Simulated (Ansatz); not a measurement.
Single-point calculation of C2H8BGa

- system: C2H8BGa, SMILES C[BH][GaH][CH3]
- method: RKS wB97X-V/def2-TZVPP (Ansatz 0.2.0)

The geometry comes from this level: PBE0-D4/def2-TZVP.

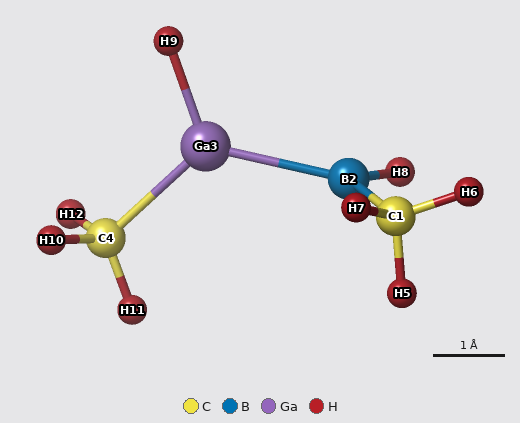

Fig. 1: The structure as given in the input (ball-and-stick view, seen at a tilt; atoms are numbered from 1 in the order of the input). Sticks mark near contacts. Bond lengths as drawn: B–C 1.56 Å, B–Ga 2.08 Å, B–H 1.21 Å, C–Ga 1.98 Å, C–H 1.09 to 1.10 Å and Ga–H 1.59 Å.

**Input file**
```yaml
crystal:
  periodic: [false, false, false]
  atoms:
    - {symbol: C, position_ang: [-1.564862, 1.624823, -0.176040]}
    - {symbol: B, position_ang: [-1.044190, 0.430350, 0.677462]}
    - {symbol: Ga, position_ang: [0.900520, -0.314097, 0.688997]}
    - {symbol: C, position_ang: [1.611521, -1.671922, -0.563719]}
    - {symbol: H, position_ang: [-2.070225, 1.131948, -1.025510]}
    - {symbol: H, position_ang: [-2.348361, 2.208509, 0.316116]}
    - {symbol: H, position_ang: [-0.818630, 2.296471, -0.602703]}
    - {symbol: H, position_ang: [-1.869633, -0.139576, 1.346324]}
    - {symbol: H, position_ang: [1.950406, 0.185808, 1.768286]}
    - {symbol: H, position_ang: [2.462406, -1.251715, -1.108669]}
    - {symbol: H, position_ang: [0.876560, -2.026983, -1.286606]}
    - {symbol: H, position_ang: [1.991486, -2.528817, 0.000162]}
basis:
  gaussian: {orbitals: def2-TZVPP}
hamiltonian: {xc: {name: wB97X-V}}
output: {orbitals: {seedname: orbitals}}
```

Run on 4 threads of Arm Neoverse V2, 23 GiB of memory available, shared host.

Launch command:
```bash
ansatz run in.yaml --threads 4 --pin off --events-out ev --progress --plain --max-ram 10444MiB
```

**Log**
```
Functional definition: wB97X-V
  name "wB97X-V"
  cite "Mardirossian & Head-Gordon, Phys. Chem. Chem. Phys. 16, 9904 (2014) doi:10.1039/C3CP54374A"
  cite "Becke, J. Chem. Phys. 107, 8554 (1997) doi:10.1063/1.475007"
  cite "Vydrov & Van Voorhis, J. Chem. Phys. 133, 244103 (2010) doi:10.1063/1.3521275"
  parameter omega = 0.3/bohr
  parameter cx = 0.167
  parameter cx1 = 0.603
  parameter cx2 = 1.194
  parameter css0 = 0.556
  parameter css1 = -0.257
  parameter cos0 = 1.219
  parameter cos1 = -1.850
  parameter b = 6.0
  parameter c = 0.01
  exchange = spin_sum(e_x_unif_sr(omega)*poly(b97_u_x, 1 - cx, cx1, cx2)) + cx*exact_x_sr(omega) + exact_x_lr(omega)
  correlation = spin_sum(e_c_pw_same_spin*poly(b97_u_same, css0, css1))
      + integral(e_c_pw_opposite_spin*poly(b97_u_opposite, cos0, cos1)) + vv10(b, c)
1404 factors; their error is unknown
372 factors; integrals over basis functions are off by at most 1.0e-5 eV
mean field evaluation 1: about -55247.6049 eV, gradient 5.3e1 eV
mean field evaluation 2: about -55250.0024 eV, gradient 4.4e1 eV
mean field evaluation 4: about -55253.3758 eV, gradient 2.1e0 eV
mean field evaluation 8: about -55253.3936 eV, gradient 1.3e-1 eV
mean field evaluation 16: about -55253.4982 eV, gradient 4.5e-4 eV
mean field -55253.49819992 eV, -2030.5286066809 hartree, gradient 3.9e-5 eV, S^2 0.000000; 0 other end points of the search recorded, 0 dependent functions left out
reference -55253.49819748 eV, -2030.5286065912 hartree; 28, 28 occupied and 225, 225 virtual orbitals, 1404 factors
Total energy: -55253.49819748 eV, -2030.5286065912 hartree
```

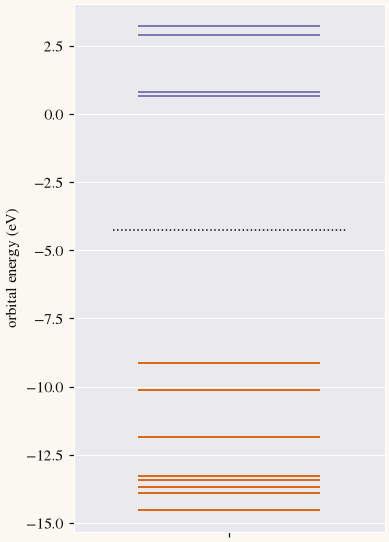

Fig. 2: Orbital energies near the frontier; the dotted line parts filled from empty levels, and levels within 0.02 eV of each other stand side by side. Highest filled −9.15 eV, lowest empty 0.67 eV, 9.82 eV apart.

**Summary**

```json
{"quantity": "outcome", "value": "converged"}
{"quantity": "total energy", "value": "−55253.4982 eV"}
{"quantity": "SCF solution under orbital rotations", "value": "stable"}
{"quantity": "HOMO", "value": "−9.15 eV"}
{"quantity": "LUMO", "value": "0.67 eV"}
{"quantity": "wall time", "value": "6.5 s (CPU time 24 s)"}
{"quantity": "peak memory", "value": "0.77 GiB"}
```
